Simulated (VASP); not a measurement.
# Ca2Ru2O7 with r2SCAN: from relaxation to properties, part 6 of 6

Aim: relax Ca2Ru2O7, then compute properties on the relaxed cell. Left out of this account: 1 further run (relaxation: a spoilt try). The start is a computed cell from the Materials Project.

VASP 6.6.1; r2SCAN, no spin polarisation; plane waves and PAW (Ca_sv, Ru_pv, O).

Still holding for the runs below: This run has no spin polarisation, although Ru can carry a moment. The k-mesh is coarse for a metal.

So far. Step 13 (Volume scan with r2SCAN (run 6)): The pressure falls from -3.72 to -7.02 GPa. Step 13 (Volume scan with r2SCAN (run 6)): The run ends at a pressure of -7.02 GPa, with forces up to 0.24 eV/Å.

## 14. Volume scan with r2SCAN (run 7)

A prediction first. A parabola through the 6 pressures of evenly scaled cells so far, P = -0.03 -196.1 t +460 t² GPa with t = ln(V/V₁) and V₁ the volume at scale 1, gives -9.89 GPa at t = +0.0583.

INCAR reads:

```
SYSTEM = Ca2Ru2O7
PREC = Accurate
ENCUT = 520
EDIFF = 1E-06
NELM = 100
ISMEAR = 0
SIGMA = 0.05
LREAL = Auto
ALGO = Normal
METAGGA = R2SCAN
LASPH = .TRUE.
NBANDS = 112
LORBIT = 11
LWAVE = .FALSE.
LCHARG = .FALSE.
KPAR = 8
ISIF = 2
```

POSCAR reads:

```
Ca2Ru2O7
1.0
    0.0000000000      5.1896710988      5.1896710988
    5.1896710988      0.0000000000      5.1896710988
    5.1896710988      5.1896710988      0.0000000000
Ca Ru O
4 4 14
Direct
    0.1250000000      0.6250000000      0.1250000000
    0.1250000000      0.1250000000      0.6250000000
    0.6250000000      0.1250000000      0.1250000000
    0.1250000000      0.1250000000      0.1250000000
    0.1250000000      0.6250000000      0.6250000000
    0.6250000000      0.1250000000      0.6250000000
    0.6250000000      0.6250000000      0.1250000000
    0.6250000000      0.6250000000      0.6250000000
    0.6926245269      0.6926245269      0.3073754731
    0.6926245269      0.3073754731      0.6926245269
    0.9426245269      0.5573754731      0.5573754731
    0.6926245269      0.3073754731      0.3073754731
    0.5573754731      0.9426245269      0.9426245269
    0.3073754731      0.3073754731      0.6926245269
    0.9426245269      0.9426245269      0.5573754731
    0.0000000000      0.0000000000      0.0000000000
    0.5573754731      0.5573754731      0.9426245269
    0.9426245269      0.5573754731      0.9426245269
    0.5573754731      0.9426245269      0.5573754731
    0.2500000000      0.2500000000      0.2500000000
    0.3073754731      0.6926245269      0.3073754731
    0.3073754731      0.6926245269      0.6926245269
```

KPOINTS reads:

```
Automatic mesh
0
Gamma
4 4 4
0 0 0
```

Potentials, in the order of the species: Ca_sv, Ru_pv and O (PBE family, release 64).

On the command line:

```bash
mpirun -np 8 vasp_std
```

Log:

```text
[... set-up lines as in an earlier step ...]
 entering main loop
       N       E                     dE             d eps       ncg     rms          rms(c)
DAV:   1     0.197665235673E+04    0.19767E+04   -0.10125E+05  1792   0.169E+03
DAV:   2    -0.115026756647E+03   -0.20917E+04   -0.19997E+04  1896   0.507E+02
DAV:   3    -0.346725579658E+03   -0.23170E+03   -0.22822E+03  2352   0.155E+02
DAV:   4    -0.355111573566E+03   -0.83860E+01   -0.83251E+01  2688   0.285E+01
[...]
DAV:  16    -0.255246485028E+03    0.12171E-04   -0.34512E-05  1912   0.198E-02    0.588E-03
DAV:  17    -0.255246486755E+03   -0.17266E-05   -0.10534E-05  1856   0.733E-03    0.795E-03
DAV:  18    -0.255246487154E+03   -0.39911E-06   -0.60632E-06  1520   0.568E-03
   1 F= -.25524649E+03 E0= -.25523385E+03  d E =-.252655E-01
```

Run time: 2.8 min. Hardware: 8 MPI ranks of Intel Xeon 6975P-C (Granite Rapids), shared host; peak memory 4.4 GiB; 19 min of CPU time.

OUTCAR, selected parts (step 14):

```text
  Total      -17.3912076    -17.3912076    -17.3912076      0.0000000     -0.0000000      0.0000000
  in kB      -99.6760507    -99.6760507    -99.6760507      0.0000000     -0.0000000      0.0000000
  external PRESSURE =     -99.6760507 kB  Pullay stress =       0.0000000 kB

 POSITION                                       TOTAL-FORCE (eV/Angst)
 -----------------------------------------------------------------------------------
      3.89225      1.29742      3.89225         0.000000      0.000000      0.000000
      3.89225      3.89225      1.29742         0.000000      0.000000      0.000000
      1.29742      3.89225      3.89225         0.000000      0.000000      0.000000
      1.29742      1.29742      1.29742         0.000000      0.000000      0.000000
      6.48709      3.89225      3.89225         0.000000      0.000000      0.000000
      3.89225      6.48709      3.89225         0.000000      0.000000      0.000000
      3.89225      3.89225      6.48709         0.000000      0.000000      0.000000
      6.48709      6.48709      6.48709         0.000000      0.000000      0.000000
      5.18967      5.18967      7.18899         0.000000      0.000000     -0.347987
      5.18967      7.18899      5.18967         0.000000     -0.347987      0.000000
      5.78519      7.78451      7.78451         0.347987      0.000000      0.000000
      3.19036      5.18967      5.18967         0.347987      0.000000      0.000000
      9.78382      7.78451      7.78451        -0.347987      0.000000      0.000000
      5.18967      5.18967      3.19036         0.000000      0.000000      0.347987
[...]
-----------------------------------------------------------------------------------
    total drift:                                0.000000      0.000000      0.000000

  FREE ENERGIE OF THE ION-ELECTRON SYSTEM (eV)
  ---------------------------------------------------
  free  energy   TOTEN  =      -255.2464871541 eV

  energy  without entropy=     -255.2212216876  energy(sigma->0) =     -255.23385442

[... 1 part as in an earlier step ...]

[... 2 further parts left out ...]
[key lines of the parts left out:]
E-fermi :   3.4730
```

The pressure falls from -7.02 to -9.97 GPa. The parabola predicted -9.89 GPa, +0.08 GPa off.

## 15. Comparing the runs

Times are for 8 MPI ranks of Intel Xeon 6975P-C (Granite Rapids), shared host. The runs compared:

```tsv
no.	volume scale	energy above the lowest point (meV/atom)	pressure (GPa)	time	memory (GiB)
1	0.94	30.45	13.88	2.8 min	4.0
2	0.96	13.27	8.722	2.7 min	4.2
3	0.98	3.38	4.118	2.5 min	4.1
4	1	0	-0.009217	2.4 min	4
5	1.02	2.51	-3.717	2.5 min	4.1
6	1.04	10.26	-7.017	2.7 min	4.1
7	1.06	22.77	-9.968	2.8 min	4.4
```

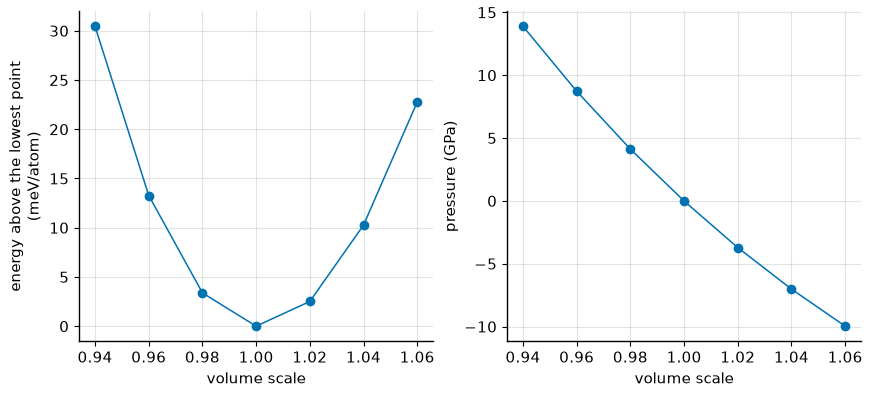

The series as plots.

## 16. Fit for r2SCAN

This step: Birch-Murnaghan fit, r2SCAN; plane waves and PAW (VASP 6.6.1).

No new run; the numbers come from the runs before.

Numbers from this step:

```
pressure derivative of the bulk modulus : 4.389
r.m.s. error of the fit                 : 4.86e-6 eV/atom
minimum inside the sampled range        : yes
bulk modulus                            : 194.8 GPa
equilibrium volume of the fit           : 12.00 Å³/atom
```

Energy above the fitted minimum against volume:

```tsv
volume (Å³/atom)	energy above the fitted minimum (eV/atom)
11.268	0.0305
11.508	0.0133
11.748	0.00338
11.987	2.5e-6
12.227	0.00252
12.467	0.0103
12.707	0.0228
```

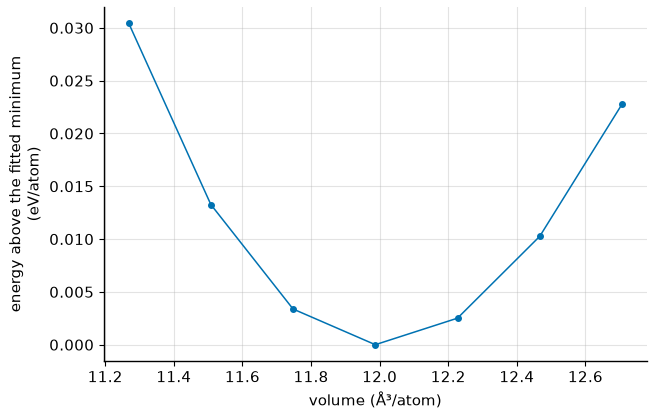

Energy above the fitted minimum against volume.

The fitted volume lies +0.11 % from the relaxed one. At a finite cutoff and mesh the minimum of the energy and the zero of the stress don't quite coincide, and the relaxation stops at a threshold. The atoms bear forces along the scan, since they were held; freeing them would lower the modulus.

## 17. Results

```yaml
relaxed_volume: 11.99 Å³/atom
relaxed_conventional_cell_a_b_c: 10.180, 10.180, 10.180 Å
space_group_after_relaxing_within_0p02_a: Fd-3m (No. 227)
band_gap: none, a metal
dos_at_the_fermi_level: 17.6 states/eV/cell
bulk_modulus_from_the_fit: 195 GPa
volume_from_the_fit: 12.0 Å³/atom
```

In words: With r2SCAN, Ca2Ru2O7 relaxes to 11.99 Å³/atom in space group Fd-3m (held by the symmetry of the run), comes out as a metal and has a bulk modulus of 195 GPa at fixed shape and positions, an upper bound. Bands along the symmetry lines (r2SCAN): Of the bands kept, 4 cross the Fermi level on this path. Spin-orbit coupling is left out; it would split some degenerate bands. The k-sampling is coarse for a metal, so the Fermi level, pressures and the shape of the cell carry errors. Magnetism was not tested. No search among competing phases was made, and a listed structure need not be the one stable at ambient conditions. All values are for a static lattice at zero temperature.

[Lines on the potential files, build, host, timing and source positions are cut from VASP's logs without a mark.]

[Logs are printed without paths, hosts, clocks, repeated set-up lines and the standing remarks that a program may print on its own settings, such as how far it seeks lower states.]

[Hosts, paths, dates, database ids (printed as entryN), source tags and the programs' standing remarks are cut or masked in the printed files.]

[A measured line is paired with the nearest computed mode of its activity, which favours agreement.]
